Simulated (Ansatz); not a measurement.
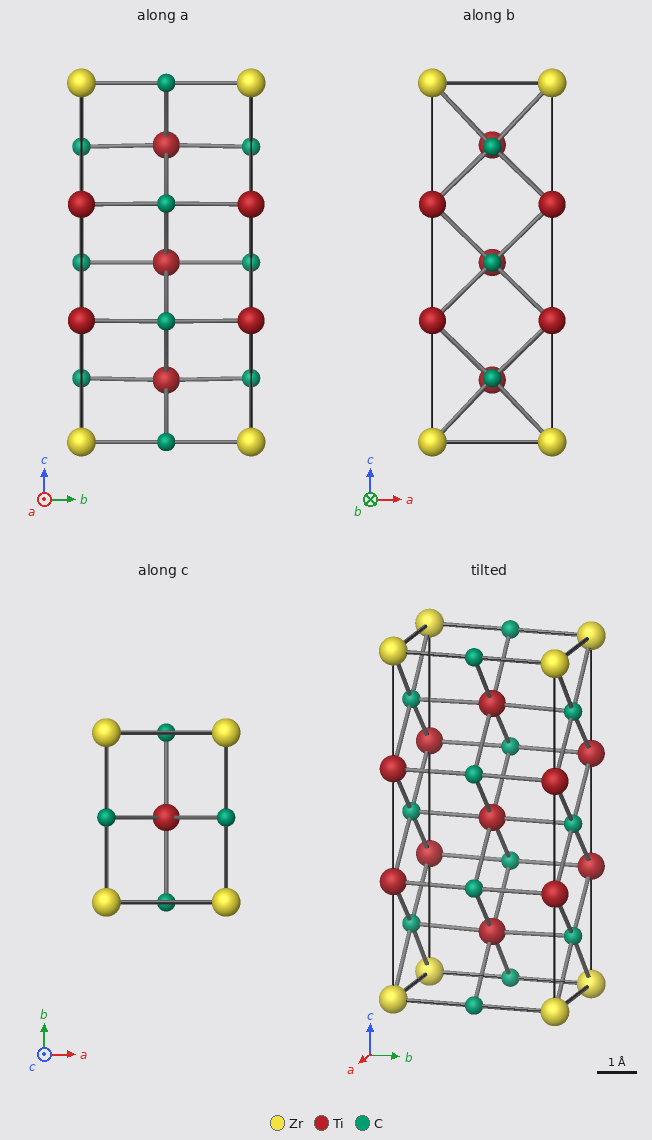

Ball-and-stick representation of a periodic structure, projected along the a axis, along the b axis, along the c axis and slightly off an axis. The conventional unit cell is outlined; an atom on or near a face, edge or corner is repeated at each equivalent position.

Lattice parameters: a = 3.1126 Å, b = 4.4111 Å, c = 9.3400 Å, α = 90.000°, β = 90.000°, γ = 90.000°.

Q: Put the structure into a CIF in P1 with every atom of the cell, with free fractional coordinates to two decimals.

A:
```cif
data_structure
_symmetry_space_group_name_H-M 'P 1'
_symmetry_Int_Tables_number 1
_cell_length_a 3.1126
_cell_length_b 4.4111
_cell_length_c 9.3400
_cell_angle_alpha 90.000
_cell_angle_beta 90.000
_cell_angle_gamma 90.000
_cell_volume 128.24
loop_
_atom_site_label
_atom_site_type_symbol
_atom_site_fract_x
_atom_site_fract_y
_atom_site_fract_z
_atom_site_occupancy
Zr1 Zr 0.00 0.00 0.00 1
Ti1 Ti 0.00 0.00 0.66 1
Ti2 Ti 0.50 0.50 0.83 1
Ti3 Ti 0.50 0.50 0.17 1
Ti4 Ti 0.00 0.00 0.34 1
Ti5 Ti 0.50 0.50 0.50 1
C1 C 0.00 0.50 0.66 1
C2 C 0.50 0.00 0.82 1
C3 C 0.00 0.50 0.00 1
C4 C 0.50 0.00 0.18 1
C5 C 0.00 0.50 0.34 1
C6 C 0.50 0.00 0.50 1
```

The initial geometry was a structure type filled with these elements by a generator (whether the compound takes this form wasn't checked). This is the structure after a relaxation with Ansatz 0.2.0, DFT PBE, scalar-relativistic, plane waves, PAW.
